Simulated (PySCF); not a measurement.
Si(CCH)2(Me)2, SMILES C#C[Si](C)(C)C#C at its GFN2-xTB optimised geometry (Å):

```
15

C      1.8630    -1.1641     0.0080
C      0.6611    -1.1692     0.0000
Si    -1.1978    -1.1692     0.0000
C     -1.8298     0.6268     0.0000
C     -1.8314    -2.1437     1.5080
C     -1.7482    -2.0186    -1.5592
C     -2.1137    -2.5667    -2.5645
H      2.9154    -1.1605     0.0126
H     -1.5029     1.1602     0.8884
H     -2.9154     0.6634    -0.0283
H     -1.4593     1.1692    -0.8649
H     -2.9170    -2.1865     1.5225
H     -1.4617    -3.1648     1.4943
H     -1.5049    -1.6875     2.4386
H     -2.4314    -3.0467    -3.4455
```

Computed with PBE0/def2-TZVP run with PySCF. Cells within 0.4 Å of a nucleus heavier than hydrogen are left out (blank, or x).

Map of the deformation density (molecule minus spherical neutral atoms) (e/bohr³) on the plane z = 0.0 Å:

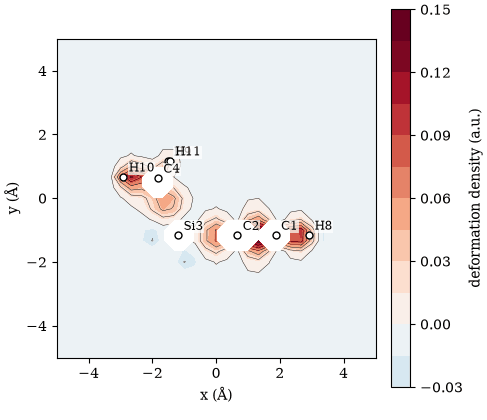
*Deformation density (molecule minus spherical neutral atoms) (e/bohr³) on the plane z = 0.0 Å.*
